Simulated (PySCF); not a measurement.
# B2PLYP/STO-3G run of CHF3S (trifluoromethanethiol)

What is the vertical ionisation energy of CHF3S (trifluoromethanethiol) at B2PLYP/STO-3G? Input form: a Python script.

The results are computed with PySCF 2.14.0.

### 1 The system as given

The species is CHF3S (6 atoms), meant as a singlet with charge 0. As SMILES, `FC(F)(F)S`. Geometry: relaxed at PBE0-D4/def2-TZVP.

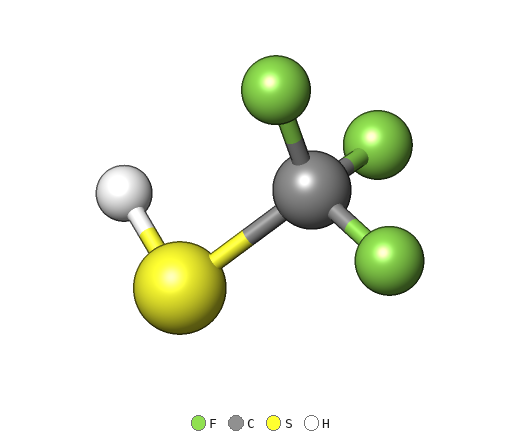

The structure, seen from a chosen angle (fluorine green, carbon grey, sulfur yellow, hydrogen white).

### 2 A single-point energy at B2PLYP/STO-3G

File job.py:

```python
# FC(F)(F)S
from pyscf import gto, dft, mp

mol = gto.Mole()
mol.atom = [
    ('F', (0.555700, -0.904600, 1.298300)),
    ('C', (0.126100, -0.394900, 0.146500)),
    ('F', (-0.982300, -1.045000, -0.208500)),
    ('F', (1.041700, -0.649700, -0.788400)),
    ('S', (-0.150000, 1.372100, 0.387100)),
    ('H', (-0.549200, 1.558100, -0.881200)),
]
mol.verbose = 3
mol.charge = 0
mol.max_memory = 1860
mol.spin = 0
mol.basis = 'sto-3g'
mol.build()

mf = dft.RKS(mol, xc='0.53*HF + 0.47*B88, 0.73*LYP')
mf.conv_tol = 1e-10
mf.grids.level = 4
mf.kernel()
if not mf.converged:
    mf = mf.newton().run(mf.mo_coeff, mf.mo_occ)

pt = mp.MP2(mf, frozen=9).run()
e_final = mf.e_tot + 0.27 * pt.e_corr
print('PT2 part  %.8f' % (0.27 * pt.e_corr))
print('E(%s) = %.9f' % ('B2PLYP', e_final))
```

Launch:

```sh
$ OMP_NUM_THREADS=1 python job.py
```

Standard output:

```text
converged SCF energy = -726.582898558557
E(RMP2) = -726.74986440424  E_corr = -0.166965845682346
E(SCS-RMP2) = -726.757677972809  E_corr = -0.174779414251862
PT2 part  -0.04508078
E(B2PLYP) = -726.627979337
```

Wall time 4.2 s (1 thread of Arm Neoverse V1, shared host); peak memory 0.24 GiB.

### 3 The doublet cation at the same level

File calc.py:

```python
from pyscf import gto, dft, mp

molecule = gto.M(
    atom='''
F        0.555700      -0.904600       1.298300
C        0.126100      -0.394900       0.146500
F       -0.982300      -1.045000      -0.208500
F        1.041700      -0.649700      -0.788400
S       -0.150000       1.372100       0.387100
H       -0.549200       1.558100      -0.881200
''',
    spin=1,
    basis='sto-3g',
    verbose=3,
    charge=1,
    max_memory=1860,
)

mf = dft.UKS(molecule, xc='0.53*HF + 0.47*B88, 0.73*LYP')
mf.conv_tol = 1e-10
mf.grids.level = 4
mf.kernel()
if not mf.converged:
    mf = mf.newton().run(mf.mo_coeff, mf.mo_occ)

pt = mp.MP2(mf, frozen=9).run()
etot = mf.e_tot + 0.27 * pt.e_corr
print('PT2 part  %.8f' % (0.27 * pt.e_corr))
print(f'total energy: {etot:.8f} hartree')
```

Launch:

```sh
$ OMP_NUM_THREADS=1 python calc.py
```

Standard output:

```text
WARN: HOMO -0.306923773060328 >= LUMO -0.306923773060326

converged SCF energy = -726.298877916618  <S^2> = 0.75342654  2S+1 = 2.0034236
E(UMP2) = -726.486674044576  E_corr = -0.187796127957698
E(SCS-UMP2) = -726.492477525354  E_corr = -0.193599608735497
PT2 part  -0.05070495
total energy: -726.34958287 hartree
```

Run time: 7.8 s. Hardware: 1 thread of Arm Neoverse V1, shared host; peak memory 0.25 GiB.

### 4 Summary of results

At B2PLYP/STO-3G, 9 core orbitals frozen:

```
                                                                quantity          value
                                             singlet CHF3S: total energy  -726.62798 Eh
                                 singlet CHF3S: dipole moment (SCF part)         0.93 D
                        singlet CHF3S: HOMO energy (SCF part's orbitals)       -5.87 eV
                        singlet CHF3S: LUMO energy (SCF part's orbitals)        7.67 eV
                      singlet CHF3S: HOMO–LUMO gap (SCF part's orbitals)       13.54 eV
                                            doublet cation: total energy  -726.34958 Eh
doublet cation: HOMO energy (SCF part's orbitals) (highest over α and β)      -15.59 eV
 doublet cation: LUMO energy (SCF part's orbitals) (lowest over α and β)       -9.51 eV
                                                    doublet cation: ⟨S²⟩          0.753
                      vertical ionisation energy (to the doublet cation)       7.576 eV
```

In words: Removing an electron at fixed nuclei costs 7.58 eV (175 kcal/mol). −ε(HOMO) before ionisation, 5.87 eV, is 1.70 eV below this ionisation energy. In a minimal basis such a difference can be off by several eV, whatever the method. Mulliken charges (doublet cation) run from -0.05 on F1 to +0.65 on S5; they depend strongly on the basis.
